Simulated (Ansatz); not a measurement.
Results of PBEsol in Ansatz (plane waves, PAW) for antiferromagnetic (type II) rock-salt MnS.

Run with plane-wave cutoff 520 eV, 10×10×10 k mesh, Fermi–Dirac smearing 0.01 eV, spin-polarised with opposed moments, scalar-relativistic PAW data made under PBE.

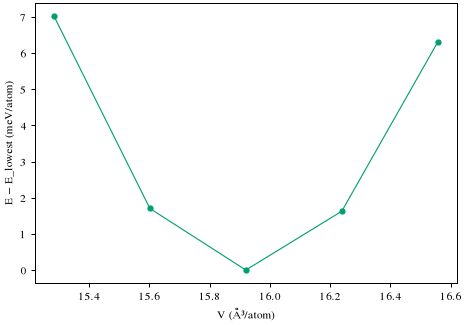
Fig. 1. Total energy against volume

**Question.** From the curve, estimate the equilibrium volume and the bulk modulus.

**Answer.** V0 ≈ 15.9 Å³/atom and B0 ≈ 84 GPa; the fit gives V0 = 15.920 Å³/atom, B0 = 83.7 GPa, B′ = 3.2.

Shape and atoms are relaxed at each volume.

Measured, for comparison: bulk modulus 75 ± 2 GPa (room temperature, not corrected to a static lattice, our sources range from 72.0 to 88.0; as tabulated in Sweeney, Heinz, compression of alpha-MnS (alabandite), Phys. Chem. Miner. 20 …); equilibrium volume per atom 17.57 Å³/atom (4 K, zero-point motion not removed; as tabulated in PSI, practical course at SINQ: magnetic order in MnS). Computed (rounded) less measured: bulk modulus not scored (sources differ), equilibrium volume per atom -9.4 %.

Note: the bulk modulus comes from volumes at which shape and atoms were relaxed.

The computed numbers hold no vibrational or temperature effects.

Ansatz is a quantum-chemistry and plane-wave program.
